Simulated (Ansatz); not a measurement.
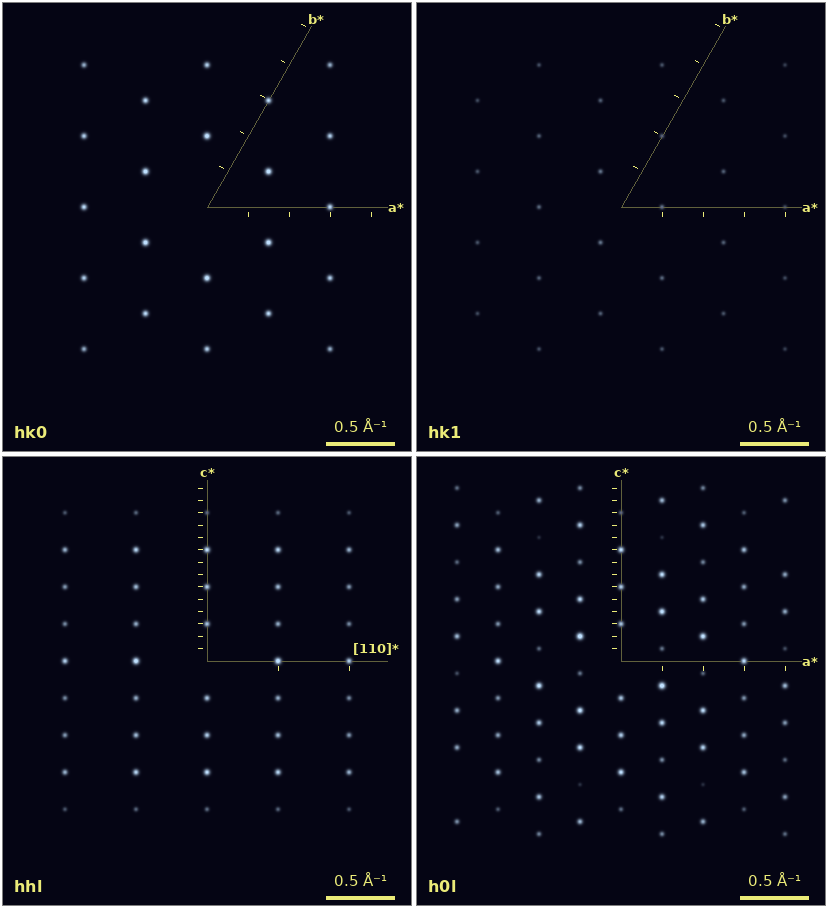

Four undistorted layers of reciprocal space, calculated for a single crystal (X-rays, kinematic |F|², B = 0.5 Å²). Tick marks count the reciprocal lattice steps of the conventional cell along each axis.

What cell do the layers give?

a* = 0.303, b* = 0.303, c* = 0.091 Å⁻¹, γ* = 60°; the cell is trigonal with a = 3.81 Å, c = 10.94 Å (hexagonal axes).

Which reflection conditions do the layers show?

Reflections are present only under these conditions. hkl: −h + k + l = 3n; hk0: −h + k = 3n; h0l: 2h + l = 3n; hhl: l = 3n; 00l: l = 3n. The lattice is rhombohedrally centred (R). A few very weak reflections are below the display threshold.

Which space groups fit?

The intensities have Laue symmetry -3m (the hk0 layer shows 6mm, hk1 shows 3m). With these conditions the candidates are R32 (No. 155), R3m (No. 160), R-3m (No. 166). Diffraction geometry alone does not choose among them; the structure has R-3m. The compound is As. Structure: coordinates from a relaxation at fixed volume with DFT PBE, spin-orbit coupling, plane waves, PAW (Ansatz 0.2.0).
